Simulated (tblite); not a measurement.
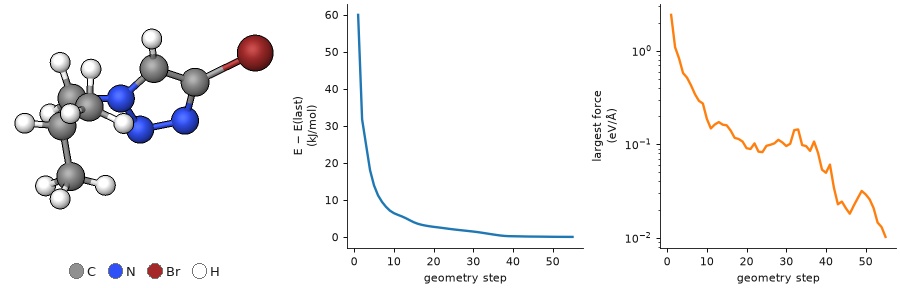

Beside the plot: the molecule at the start.

History of a geometry optimisation.

The run: C$_{6}$H$_{10}$BrN$_{3}$ (SMILES CC(C)Cn1cc(Br)nn1), by GFN2-xTB geometry optimisation, gas phase in tblite.

Question: How did it end, and what did it gain?

Answer: The optimisation met its thresholds at geometry 55, counting the start as the first. The energy fell by about 60 kJ/mol from the first step to the last. The largest force goes from about 2.4 eV/Å at the start to 0.01 eV/Å at the end.
